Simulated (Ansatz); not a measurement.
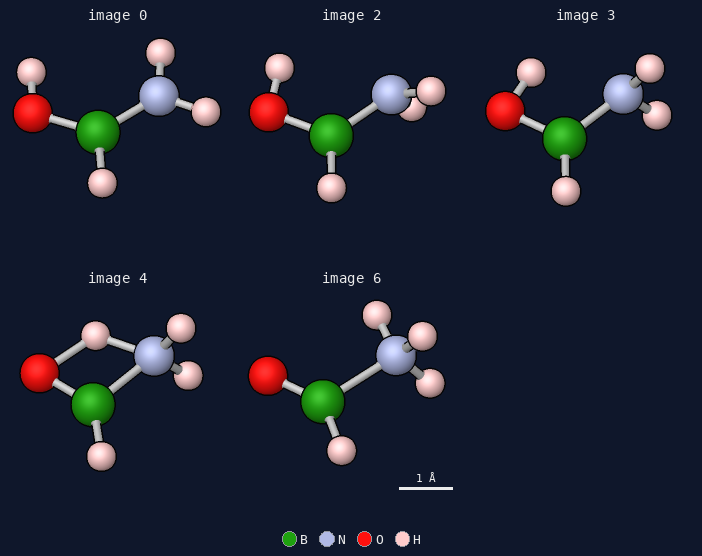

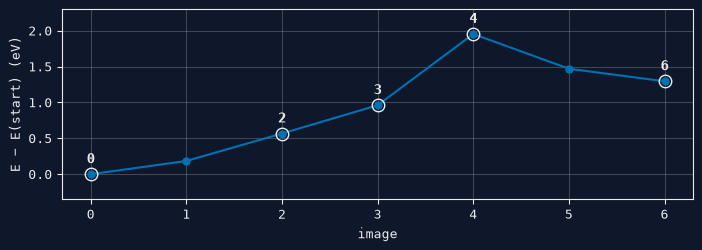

A search for the minimum-energy path of BNH4O by the nudged elastic band. Images are numbered from 0 (start) to 6 (end). A ball-and-stick model, seen at a tilt.

Method: RKS PBE0-D4/def2-SVP (Ansatz 0.2.0).

Input file:
```yaml
crystal:
  periodic: [false, false, false]
  atoms:
    - {symbol: B, position_ang: [-0.599338, 0.050451, 0.033308]}
    - {symbol: N, position_ang: [0.625662, -0.443064, 0.509216]}
    - {symbol: O, position_ang: [-0.722442, 0.854531, -1.066321]}
    - {symbol: H, position_ang: [0.107645, 1.063733, -1.500744]}
    - {symbol: H, position_ang: [-1.608607, -0.237418, 0.609253]}
    - {symbol: H, position_ang: [1.522852, -0.256403, 0.094508]}
    - {symbol: H, position_ang: [0.674127, -1.031829, 1.320781]}
basis:
  gaussian: {orbitals: def2-SVP}
hamiltonian: {xc: pbe0, dispersion: d4}
neb:
  images: 5
  climbing: true
  max_iterations: 40
  initial_path: idpp
  final_atoms:
    - {symbol: B, position_ang: [-0.974813, 0.083996, -0.250115]}
    - {symbol: N, position_ang: [0.680817, -0.076622, 0.189419]}
    - {symbol: O, position_ang: [-1.185249, 1.012196, -1.051238]}
    - {symbol: H, position_ang: [1.137029, 0.665470, -0.335419]}
    - {symbol: H, position_ang: [-1.585643, -0.772491, 0.339521]}
    - {symbol: H, position_ang: [1.080710, -0.972744, -0.074755]}
    - {symbol: H, position_ang: [0.847049, 0.060196, 1.182589]}
```

Command:
```bash
ansatz run in.yaml --threads 2 --pin off --events-out ev --progress --plain --max-ram 4352MiB
```

### Read off the barrier and say what moves.

A hydrogen atom shifts from one atom to another. Breaking: H–O (0.96 → 2.45 Å). Forming: H–N (2.56 → 1.02 Å). The energy climbs by 1.95 eV to image 4 and then falls by 0.66 eV, so the end point sits at +1.30 eV. The band converged in 13 iterations. The largest component of the band force went from 4.6 to 0.044 eV/Å. The climbing image converged on the top of the path. Its curvatures weren't checked. The largest force component is 0.27 eV/Å at the start and 0.32 eV/Å at the end; an end with forces this large is no minimum, and the barrier measured from it can be far off.

The run took 57 s on 2 threads of Arm Neoverse V2 (shared host).
